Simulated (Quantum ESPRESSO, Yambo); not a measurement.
# Quasiparticle gap of GaAs (F-43m) in Yambo, part 3 of 3

How does a plane-wave GW calculation on GaAs (F-43m) run from the first input to the gap?

Quantum ESPRESSO 7.5 and Yambo 5.3.0; PBE and many-body steps on it, plane waves. Known limits of the many-body steps: not at the basis limit; no spin-orbit coupling; coarse k mesh.

So far. Step 3 (Bands along the symmetry lines): The gap is 0.518 eV, as in the run before at this level. Step 4 (Empty states on the mesh, 4×4×4 mesh, 187 bands): On this mesh the gap is 0.518 eV.

### 6. Screening and self-energy, 4×4×4 mesh, 187 bands, screening to 231.3 eV

G0W0 replaces the xc potential by the self-energy, built once from these orbitals. Only a window of levels is corrected, while the sums run over the empty bands that the input names.

This step: G0W0 on PBE, plane waves, norm-conserving pseudopotentials.

The input, gw1.in:

```
HF_and_locXC
gw0
dyson
ppa
em1d
rim_cut
RandQpts= 1000000
RandGvec= 1 RL
EXXRLvcs= 104 Ry
VXCRLvcs= 416 Ry
Chimod= "HARTREE"
% BndsRnXp
 1 | 187 |
%
NGsBlkXp= 17 Ry
% LongDrXp
 1 | 1 | 1 |
%
% GbndRnge
 1 | 187 |
%
DysSolver= "n"
ExtendOut
PPAPntXp= 27.21138 eV
% QPkrange
 1 | 1 | 21 | 24 |
%
```

The run is started by

```bash
OMP_NUM_THREADS=1 mpirun -n 4 yambo -F gw1.in -J gw1 -C gw1 > gw1.log
```

The log of the run:

```text
 Yambo, version 5.3.0

 [02] CORE Variables Setup
 =========================

  [... cell, symmetries and grids as in the set-up ...]

  [02.05] Energies & Occupations
  ==============================

  [X] === General ===
  [X] Electronic Temperature                        :  0.000000  0.000000 [eV K]
  [X] Bosonic    Temperature                        :  0.000000  0.000000 [eV K]
  [X] Finite Temperature mode                       : no
  [X] El. density                                   :  0.97390E+24 [cm-3]
  [X] Fermi Level                                   :  9.827511 [eV]

  [X] === Gaps and Widths ===
  [X] Conduction Band Min                           :  0.518057 [eV]
  [X] Valence Band Max                              :  0.000000 [eV]
  [X] Filled Bands                                  :  22
  [X] Empty Bands                                   :   23  187
  [X] Direct Gap                                    :  0.518057 [eV]
  [X] Direct Gap localized at k                     :  1
  [X] Indirect Gap                                  :  0.518057 [eV]
  [X] Indirect Gap between kpts                     :  1  1
  [X] Last valence band width                       :  3.339194 [eV]
  [X] 1st conduction band width                     :  4.106600 [eV]

 [03] Transferred momenta grid and indexing
 ==========================================

 IBZ Q-points                                      :   8
 BZ  Q-points                                      :   64

 K/Q-points units:
 rlu = crystal or reduced units; cc = cartesian coordinates; iku = interal k-units

 Q [1]          [rlu]:  0.000000  0.000000  0.000000
 Q [2]          [rlu]: -0.91587E-18 -0.91587E-18  0.25000
 Q [3]          [rlu]:  0.18317E-17  0.18317E-17 -0.50000
 Q [4]          [rlu]: -0.26116E-17  0.25000      0.25000
 Q [5]          [rlu]:  0.71282E-16  0.25000      0.50000
 Q [6]          [rlu]:  0.18317E-17  0.25000     -0.25000
 Q [7]          [rlu]:  0.52231E-17 -0.50000     -0.50000
 Q [8]          [rlu]:  0.250000 -0.500000 -0.250000

 [04] Coloumb potential Random Integration (RIM)
 ===============================================

  [04.01] RIM initialization
  ==========================

  * Diagonal components only detected *

  8 x (sBL volume)        :  0.101699 [a.u.]
  sBZ random points       :  1000000
  Points outside the sBZ  :   7987327
  RL volume               :  0.813588 [a.u.]
  Integrated volume       :  0.814879 [a.u.]

  [04.02] RIM integrals
  =====================

  Gamma point sphere radius             :  0.084669 [a.u.]
  Points outside the sphere             :   799513
  [Int_sBZ(q=0) 1/q^2]*(Vol_sBZ)^(-1/3) =:  7.764325
                                 should be <:  7.795600

  Summary of Coulomb integrals for non-metallic bands |Q|[au] RIM/Bare

  Q [1] 0.100000E-4 0.995988 * Q [2] 0.254653 1.066317
  Q [4] 0.294048 1.065091 * Q [6] 0.415847 1.027759
  Q [5] 0.487623 1.020584 * Q [3] 0.509306 1.018268
  Q [7] 0.588096 1.014689 * Q [8] 0.657511 1.011648

 [05] Dipoles
 ============

  [05.01] Setup: observables and procedures
  =========================================

 [06] Dynamic Dielectric Matrix (PPA)
 ====================================

 [WR./gw1//ndb.pp]---------------------------------------------------------------
  Brillouin Zone Q/K grids (IBZ/BZ)                :    8   64    8   64
  RL vectors                                       :   6567 [WF]
  Coulomb cutoff potential                         : none
  Electronic Temperature                           :  0.000000 [K]
  Bosonic    Temperature                           :  0.000000 [K]
  PPA    diel. fun.  energies                      : Perdew, Burke & Ernzerhof(X)+Perdew, Burke & Ernzerhof(C)
  wavefunctions                                    : Perdew, Burke & Ernzerhof(X)+Perdew, Burke & Ernzerhof(C)
  Global Gauge                                     : length
  X matrix size                                    :   387
  X band range                                     :    1  187
  X e/h energy range                               : -1.000000 -1.000000 [eV]
  X Time ordering                                  : R
  X Hxc Kernel                                     : HARTREE
  X Drude frequency                                :  0.000000  0.000000
  X poles                                          :  100.0000 [o/o]
  RL vectors in the sum                            :   6567
  [r,Vnl] included                                 : yes
  Field direction                                  :  0.577350E-5  0.577350E-5  0.577350E-5
  BZ energy Double Grid                            : no
  BZ energy DbGd points                            : 0
  BZ Q point size factor                           : -1.000000
  X Optical Averaged directions                    : none

 [07] Local Exchange-Correlation + Non-Local Fock
 ================================================

 [VXC] Plane waves :   43655
 [EXS] Plane waves :   5601

 QP @ state[ 1 ] K range:  1  1
 QP @ state[ 1 ] b range:  21  24

 [xc] Functional : Perdew, Burke & Ernzerhof(X)+Perdew, Burke & Ernzerhof(C)
 [xc] LIBXC used to calculate xc functional
  PP Number of Atomic Species                      :  2
  NLCC RL compoments                               :   43655
  PP Number of Atomic Species                      :  2
  NLCC RL compoments                               :   43655

 [xc] E_xc :  -45.46123 [Ha]
      E_xc :  -90.92245 [Ry]

  Local XC kind (lXC) : Perdew, Burke & Ernzerhof(X)+Perdew, Burke & Ernzerhof(C)
  Non-Local XC kind (nlXC) : Hartree-Fock

  Corrections @ K [1] :  [eV]
 <21|nlXC|21> = -15.93721  0.88095E-17 <21|lXC|21> = -14.36257  0.94408E-16
 <22|nlXC|22> = -15.93724  0.23231E-17 <22|lXC|22> = -14.36257 -0.18882E-15
 <23|nlXC|23> = -10.69830  0.10737E-16 <23|lXC|23> = -14.69845 -0.37763E-15
 <24|nlXC|24> = -7.088420 -0.42401E-18 <24|lXC|24> = -11.53165  0.94408E-16

 [08] Dyson equation: Newton solver
 ==================================

  [08.01] G0W0 (W PPA)
  ====================

  [  GW  ] Bands range     :    1  187
  [GW/PPA] G damping       :  0.100000 [eV]

  QP @ state[ 1 ] K range:  1  1
  QP @ state[ 1 ] b range:  21  24

   Sc/G bands                                       :    1  187
   Sc/G damping                                     :  0.100000 ev
   Sc bands terminator                              : no
   Sx RL components                                 :   5601

   QP @ state[ 1 ] K range                          :  1  1
   QP @ state[ 1 ] b range                          :  21  24
   GF energies kind                                 : Perdew, Burke & Ernzerhof(X)+Perdew, Burke & Ernzerhof(C)
   GF WF`s kind                                     : Perdew, Burke & Ernzerhof(X)+Perdew, Burke & Ernzerhof(C)
   Xs energies kind                                 : Perdew, Burke & Ernzerhof(X)+Perdew, Burke & Ernzerhof(C)
   Xs WF`s kind                                     : Perdew, Burke & Ernzerhof(X)+Perdew, Burke & Ernzerhof(C)

 [11] Game Over & Game summary
```

Elapsed: 6.3 min, on 4 MPI ranks of Arm Neoverse V1, shared host; peak memory 2.2 GiB; 25 min of CPU time.

This step gave:

```
G0W0 gap on the points computed              : 1.147 eV
starting gap on the mesh                     : 0.5181 eV
k of the valence top                         : 0, 0, 0
k of the conduction bottom                   : 0, 0, 0
least direct G0W0 gap on the computed points : 1.147 eV
Z at the valence top                         : 0.7950
Z at the conduction bottom                   : 0.7982
```

The gap on the mesh goes from 0.52 eV to 1.15 eV, a correction of +0.63 eV.

Limits: finite bands, cutoff and mesh; no spin-orbit coupling; coarse k mesh. v1 is the top filled band, c1 the lowest empty one. The levels before and after the correction (eV, zero at the valence-band top of each column):

|  | conduction bottom | valence top |
| --- | --- | --- |
| Kohn-Sham | 0.52 | 0.00 |
| G0W0 | 1.15 | 0.00 |

|  | level | energy (eV) |
| --- | --- | --- |
| Kohn-Sham | Γ v2-v1 | 0.000 |
| Kohn-Sham | Γ c1 | 0.518 |
| Kohn-Sham | Γ c2 | 3.737 |
| G0W0 | Γ v2-v1 | 0.000 |
| G0W0 | Γ c1 | 1.147 |
| G0W0 | Γ c2 | 4.321 |

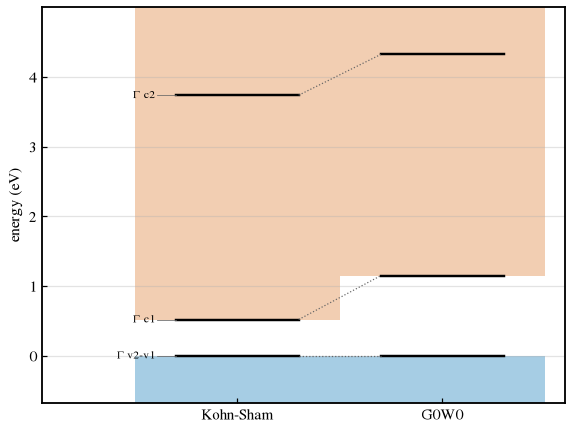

Levels before and after the correction. Shaded: valence and conduction bands.

### 7. Where the time went

Times are wall times on the hardware named with each run, good to a factor of about two.

| step | time | share | memory (GiB) |
| --- | --- | --- | --- |
| ground state | 13 s | 3 % | 0.34 |
| bands along the symmetry lines | 7.9 s | 2 % | 0.27 |
| empty states on the mesh | 20 s | 5 % | 0.56 |
| conversion and set-up | 3.2 s | 1 % | 0.26 |
| screening and self-energy | 6.3 min | 89 % | 2.2 |

### 8. Outcome

| Item | Value |
| --- | --- |
| PBE gap | 0.52 eV, direct |
| G0W0 gap on the mesh | 1.15 eV |
| GW settings | 4×4×4 mesh, 187 bands, screening to 231.3 eV, Godby-Needs plasmon pole |
| known limits | not at the basis limit; no spin-orbit coupling; coarse k mesh |

G0W0 moves the gap on the mesh from 0.52 eV to 1.15 eV (+0.63 eV), with Z of 0.79 and 0.80 at the edges. Only 1 of the mesh's irreducible points was corrected, so a valley elsewhere could overtake. The dearest step here is «screening and self-energy». Against experiment, by G0W0@PBE: the direct gap of 1.15 eV lies −0.36 eV from the measured 1.51 eV (exciton, 77 K, 2020); the direct gap of 1.15 eV lies −0.27 eV from the measured 1.42 eV (exciton, 300 K, 2014); the direct gap of 1.15 eV lies −0.27 eV from the measured 1.418 ± 0.005 eV (direct, 300 K, 2008); the direct gap of 1.15 eV lies −0.26 eV from the measured 1.412 ± 0.01 eV (direct, 300 K, 2008). An exciton line or allowed optical edge lies below the quasiparticle gap by the binding energy; a forbidden edge can push the onset above it. The calculation has static nuclei and no excitons; a measured gap holds zero-point and thermal motion, which mostly lowers it. Bands and cutoff are finite, so the gap is not at the basis limit. The miss can reach some tenths of an eV and take either sign; the mesh is an error of its own. In the G0W0 run levels were corrected at 1 k point alone, so a gap called «on the mesh» is the least over those, and an edge elsewhere would be missed. The 4×4×4 mesh is coarse for this cell, which bears on the long-range parts of exchange and screening. The many-body steps are scalar-relativistic: spin-orbit coupling is not in them.

[Paths, hosts, dates, memory and timing lines, banners, echoed tables and standing remarks are left out of the program output.]

[Logs are printed without paths, hosts, clocks, repeated set-up lines and the standing remarks that a program may print on its own settings, such as how far it seeks lower states.]

[Runs of the session that timed out or met a known fault of the program may be left out.]

[Hosts, paths, dates, database ids (printed as entryN), source tags and the programs' standing remarks are cut or masked in the printed files.]
